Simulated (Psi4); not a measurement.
# BH2SOF (SMILES OB(F)S), step by step

Aim: a geometry optimisation (TPSS/6-311G**), then vibrational wavenumbers of BH2SOF. Input form: an ASE script.

Program for the calculation: Psi4 1.11.

**1. The molecule**

BH2SOF: 6 atoms, total charge 0, spin state singlet. SMILES: `OB(F)S`. The shape is that of a GFN2-xTB optimisation. This is one conformer, not always the lowest. The run starts from this shape.

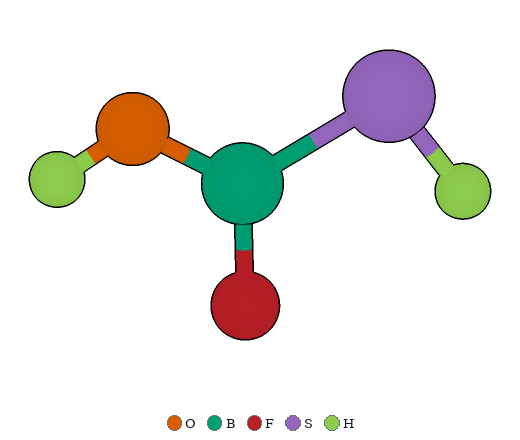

Viewed from a chosen angle; oxygen orange, boron teal, fluorine red, sulfur purple, hydrogen green.

**2. A structure relaxation at TPSS/6-311G(d,p) (density fitting) (run 1)**

File run_ase.py:

```python
import numpy as np
from ase.calculators.psi4 import Psi4
from ase import Atoms
from ase.optimize import FIRE

a = Atoms(['O', 'B', 'F', 'S', 'H', 'H'], positions=[
    [1.262180, 0.661290, -0.154460],
    [0.132710, -0.021480, -0.005410],
    [0.165960, -1.353650, 0.149750],
    [-1.457890, 0.819010, -0.008680],
    [2.085120, 0.170590, -0.147620],
    [-2.188080, -0.275760, 0.166420],
])
calc = Psi4(atoms=a, method='tpss', basis='6-311G**', memory='1600MB', num_threads=1, charge=0, multiplicity=1, label='calc', reference='rks')
a.calc = calc

opt = FIRE(a)
done = opt.run(fmax=0.02, steps=40)
print('converged:', done)
for s, p in zip(a.symbols, a.positions):
    print(f'{s:2s} {p[0]:12.6f} {p[1]:12.6f} {p[2]:12.6f}')
```

Started as:

```
$ python run_ase.py
```

calc.dat:

```text
[...]
  Running in c1 symmetry.
[...]
  Nuclear repulsion =  145.390061197744473
[...]
  Multiplicity = 1
[...]
  Nalpha       = 20
  Nbeta        = 20
[...]
    Number of basis functions: 92
[...]
   @DF-RKS iter   1:  -599.31792975458245   -2.06953e-01   9.50813e-03 ADIIS/DIIS
[...]
   @DF-RKS iter  12:  -599.56030233752517   -6.59384e-12   6.79230e-09 DIIS
[...]
    Orbital Energies [Eh]
    ---------------------
    Doubly Occupied:
       1A    -88.349803     2A    -24.411702     3A    -18.913089
       4A     -7.742385     5A     -6.685938     6A     -5.722790
       7A     -5.718295     8A     -5.713946     9A     -1.139897
      10A     -0.983500    11A     -0.696109    12A     -0.535756
      13A     -0.490798    14A     -0.421850    15A     -0.412785
      16A     -0.384788    17A     -0.341862    18A     -0.327409
      19A     -0.307631    20A     -0.244700
[...]
  @DF-RKS Final Energy:  -599.56030233752517
   => Energetics <=
    Nuclear Repulsion Energy =            145.3900611977444726
    One-Electron Energy =               -1116.9061686392162756
    Two-Electron Energy =                 421.6534329279205053
    DFT Exchange-Correlation Energy =     -49.6976278239738036
    Empirical Dispersion Energy =           0.0000000000000000
    VV10 Nonlocal Energy =                  0.0000000000000000
    Total Energy =                       -599.5603023375251723
[...]
 Multipole Moments:
 ------------------------------------------------------------------------------------
     Multipole            Electronic (a.u.)      Nuclear  (a.u.)        Total (a.u.)
 ------------------------------------------------------------------------------------
 L = 1.  Multiply by 2.5417464519 to convert [e a0] to [Debye]
 Dipole X            :          0.8962107           -0.4509550            0.4452556
 Dipole Y            :         -1.7110293            1.2270176           -0.4840116
 Dipole Z            :          0.1473232           -0.1172566            0.0300666
 Magnitude           :                                                    0.6583493
[...]
  -Total Gradient:
     Atom            X                  Y                   Z
    ------   -----------------  -----------------  -----------------
       1       -0.000107625978     0.000062889728     0.000010127857
       2       -0.000021764326    -0.000071241087     0.000009970561
       3       -0.000126381704    -0.000096828712     0.000017821542
       4        0.000208872083     0.000011373594    -0.000022501684
       5       -0.000108589459     0.000208594269    -0.000024799605
       6        0.000261286575     0.000056347046    -0.000017148830
[...]
```

On the terminal:

```text
Step     Time          Energy          fmax
FIRE:    0 hh:mm:ss   -16314.812451        1.510758
FIRE:    1 hh:mm:ss   -16314.848684        0.676565
FIRE:    2 hh:mm:ss   -16314.858606        0.661441
FIRE:    3 hh:mm:ss   -16314.860537        0.538758
FIRE:    4 hh:mm:ss   -16314.863108        0.317033
FIRE:    5 hh:mm:ss   -16314.864629        0.128943
FIRE:    6 hh:mm:ss   -16314.864338        0.246441
FIRE:    7 hh:mm:ss   -16314.864413        0.233562
FIRE:    8 hh:mm:ss   -16314.864548        0.208511
FIRE:    9 hh:mm:ss   -16314.864722        0.172690
FIRE:   10 hh:mm:ss   -16314.864906        0.128166
FIRE:   11 hh:mm:ss   -16314.865072        0.084349
FIRE:   12 hh:mm:ss   -16314.865201        0.082654
FIRE:   13 hh:mm:ss   -16314.865285        0.083431
FIRE:   14 hh:mm:ss   -16314.865339        0.086873
FIRE:   15 hh:mm:ss   -16314.865386        0.106235
FIRE:   16 hh:mm:ss   -16314.865458        0.124506
FIRE:   17 hh:mm:ss   -16314.865588        0.121975
FIRE:   18 hh:mm:ss   -16314.865780        0.095986
FIRE:   19 hh:mm:ss   -16314.866003        0.075586
FIRE:   20 hh:mm:ss   -16314.866190        0.053504
FIRE:   21 hh:mm:ss   -16314.866307        0.069685
FIRE:   22 hh:mm:ss   -16314.866417        0.087403
FIRE:   23 hh:mm:ss   -16314.866586        0.061298
FIRE:   24 hh:mm:ss   -16314.866747        0.030481
FIRE:   25 hh:mm:ss   -16314.866777        0.067910
FIRE:   26 hh:mm:ss   -16314.866789        0.060106
FIRE:   27 hh:mm:ss   -16314.866807        0.045466
FIRE:   28 hh:mm:ss   -16314.866824        0.025829
FIRE:   29 hh:mm:ss   -16314.866832        0.013773
converged: True
O      1.269363     0.697011    -0.159458
B      0.135223    -0.033097    -0.004342
F      0.183812    -1.374356     0.151167
S     -1.464426     0.840666    -0.010549
H      2.067930     0.147175    -0.143531
H     -2.194359    -0.280813     0.167261
```

Run time: 7.6 min. Hardware: 1 thread of Intel Xeon Platinum 8259CL at 2.50GHz (Skylake/Cascade Lake), shared host; peak memory 1.5 GiB.

Step by step:

| step | energy from the first frame kept (eV) | largest force (eV/Å) |
| --- | --- | --- |
| 0 | 0.0000 | 1.5108 |
| 2 | -0.0462 | 0.6614 |
| 4 | -0.0507 | 0.3170 |
| 6 | -0.0519 | 0.2464 |
| 8 | -0.0521 | 0.2085 |
| 10 | -0.0525 | 0.1282 |
| 12 | -0.0528 | 0.0827 |
| 14 | -0.0529 | 0.0869 |
| 16 | -0.0530 | 0.1245 |
| 18 | -0.0533 | 0.0960 |
| 20 | -0.0537 | 0.0535 |
| 22 | -0.0540 | 0.0874 |
| 24 | -0.0543 | 0.0305 |
| 26 | -0.0543 | 0.0601 |
| 28 | -0.0544 | 0.0258 |
| 29 | -0.0544 | 0.0138 |

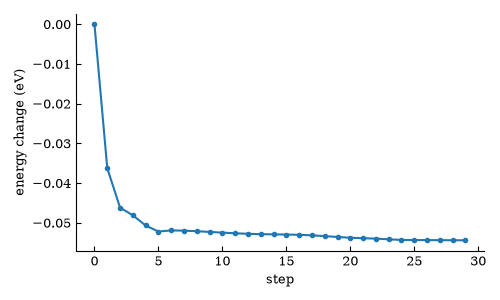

Energy along the run.

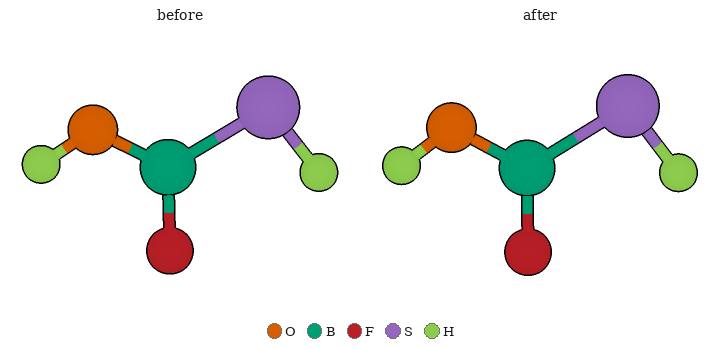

Before and after, at one scale.

After the run. Bond lengths: O1–B2 1.358 Å, B2–F3 1.351 Å, B2–S4 1.823 Å, O1–H5 0.970 Å, S4–H6 1.350 Å. Angles: O1–B2–F3 121.1°, O1–B2–S4 118.4°, F3–B2–S4 120.5°, B2–O1–H5 112.4°, B2–S4–H6 94.4°.

**3. The harmonic vibrations at TPSS/6-311G(d,p) (density fitting) (run 2)**

File run.py:

```python
import numpy as np
from ase.calculators.psi4 import Psi4
from ase import Atoms
from ase.vibrations import Vibrations

atoms = Atoms(['O', 'B', 'F', 'S', 'H', 'H'], positions=[
    [1.266249, 0.688088, -0.158257],
    [0.132109, -0.042020, -0.003141],
    [0.180698, -1.383280, 0.152368],
    [-1.467540, 0.831743, -0.009348],
    [2.064816, 0.138251, -0.142330],
    [-2.197473, -0.289736, 0.168462],
])
calc = Psi4(atoms=atoms, method='tpss', basis='6-311G**', memory='1600MB', num_threads=1, charge=0, multiplicity=1, label='bfh2os', reference='rks')
atoms.calc = calc

vib = Vibrations(atoms, delta=0.005)
vib.run()
vib.summary()
```

Started as:

```
$ python run.py
```

bfh2os.dat:

```text
[...]
  Running in c1 symmetry.
[...]
  Nuclear repulsion =  145.386586226005022
[...]
  Multiplicity = 1
[...]
  Nalpha       = 20
  Nbeta        = 20
[...]
    Number of basis functions: 92
[...]
   @DF-RKS iter   1:  -599.31791436549349   -2.07160e-01   9.50815e-03 ADIIS/DIIS
[...]
   @DF-RKS iter  12:  -599.56030210641518   -6.02540e-12   6.79642e-09 DIIS
[...]
    Orbital Energies [Eh]
    ---------------------
    Doubly Occupied:
       1A    -88.349843     2A    -24.411699     3A    -18.913089
       4A     -7.742410     5A     -6.685936     6A     -5.722818
       7A     -5.718322     8A     -5.713972     9A     -1.139894
      10A     -0.983499    11A     -0.696044    12A     -0.535742
      13A     -0.490796    14A     -0.421832    15A     -0.412783
      16A     -0.384745    17A     -0.341862    18A     -0.327409
      19A     -0.307629    20A     -0.244696
[...]
  @DF-RKS Final Energy:  -599.56030210641518
   => Energetics <=
    Nuclear Repulsion Energy =            145.3865862260050221
    One-Electron Energy =               -1116.8993847538272348
    Two-Electron Energy =                 421.6499206680582574
    DFT Exchange-Correlation Energy =     -49.6974242466511456
    Empirical Dispersion Energy =           0.0000000000000000
    VV10 Nonlocal Energy =                  0.0000000000000000
    Total Energy =                       -599.5603021064151790
[...]
 Multipole Moments:
 ------------------------------------------------------------------------------------
     Multipole            Electronic (a.u.)      Nuclear  (a.u.)        Total (a.u.)
 ------------------------------------------------------------------------------------
 L = 1.  Multiply by 2.5417464519 to convert [e a0] to [Debye]
 Dipole X            :          0.8963110           -0.4509538            0.4453572
 Dipole Y            :         -1.7108451            1.2270174           -0.4838277
 Dipole Z            :          0.1439224           -0.1125704            0.0313520
 Magnitude           :                                                    0.6583428
[...]
  -Total Gradient:
     Atom            X                  Y                   Z
    ------   -----------------  -----------------  -----------------
       1       -0.000107722883     0.000063010465     0.000018226136
       2       -0.000020313158    -0.000068707701    -0.000002001694
       3       -0.000129705966    -0.000099241983    -0.000001109736
       4        0.000386811476     0.000279482228    -0.000095989058
       5       -0.000107479692     0.000210397582    -0.000008763699
       6        0.000084306601    -0.000213906765     0.000063505833
[...]
```

Standard output:

```text
---------------------
  #    meV     cm^-1
---------------------
  0    1.6i     13.3i
  1    1.3i     10.1i
  2    0.3i      2.5i
  3    0.2i      1.8i
  4    0.0       0.3
  5    1.0       8.1
  6   35.4     285.6
  7   38.3     309.0
  8   47.4     382.6
  9   61.2     493.9
 10   72.9     587.9
 11   79.1     637.7
 12  101.7     820.6
 13  119.8     966.1
 14  154.5    1245.8
 15  171.9    1386.2
 16  330.7    2667.2
 17  465.3    3753.2
---------------------
Zero-point energy: 0.840 eV
```

Wall time 9.5 min (1 thread of Intel Xeon Platinum 8259CL at 2.50GHz (Skylake/Cascade Lake), shared host); peak memory 1.6 GiB.

**4. Results**

| quantity | value |
| --- | --- |
| run 1, TPSS/6-311G**: total energy at the end | -599.56030 Eh |
| run 1, TPSS/6-311G**: dipole moment | 1.67 D |
| run 1, TPSS/6-311G**: HOMO energy | -6.66 eV |
| run 1, TPSS/6-311G**: LUMO energy | -0.15 eV |
| run 1, TPSS/6-311G**: HOMO–LUMO gap | 6.51 eV |

The optimisation (run 1, TPSS/6-311G**) took 29 steps and changed the energy by -0.054 eV.
